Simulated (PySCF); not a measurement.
SMILES [Si](/C=C\B(O)O)(C)(C)C (C5H13BO2Si) at its GFN2-xTB optimised geometry (Å):

```
22

C      2.5750    -1.2623    -2.4067
Si     0.9653    -0.6250    -1.6045
C      0.2435    -2.0304    -0.5094
C     -0.2866    -0.1758    -2.9723
C      1.4464     0.8865    -0.5672
C      0.6401     1.7867     0.0000
B     -0.9340     1.7867     0.0000
O     -1.5612     2.9846     0.0000
O     -1.7073     0.6660     0.0321
H      3.0531    -0.4938    -3.0065
H      3.2903    -1.5834    -1.6555
H      2.3822    -2.1102    -3.0566
H      0.4319    -1.8584     0.5470
H     -0.8290    -2.1458    -0.6448
H      0.6968    -2.9846    -0.7617
H     -0.5998    -1.0534    -3.5309
H      0.1443     0.5266    -3.6794
H     -1.1744     0.2875    -2.5546
H      2.5170     1.0477    -0.4737
H      1.0970     2.6317     0.5065
H     -2.5170     2.9187     0.0113
H     -1.2324    -0.1627     0.0539
```

Method: B3LYP/def2-SVP (PySCF). Cells within 0.4 Å of a nucleus heavier than hydrogen are left out (blank, or x).

Map of the HOMO amplitude (bohr^(-3/2)) on the plane z = 0.0 Å; orbital energy -7.33 eV, overall sign arbitrary:

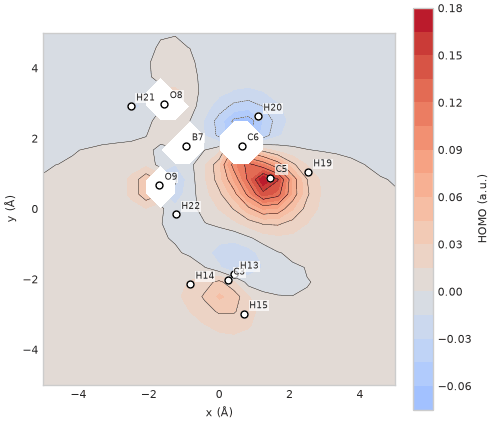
Figure: HOMO amplitude (bohr^(-3/2)) on the plane z = 0.0 Å.
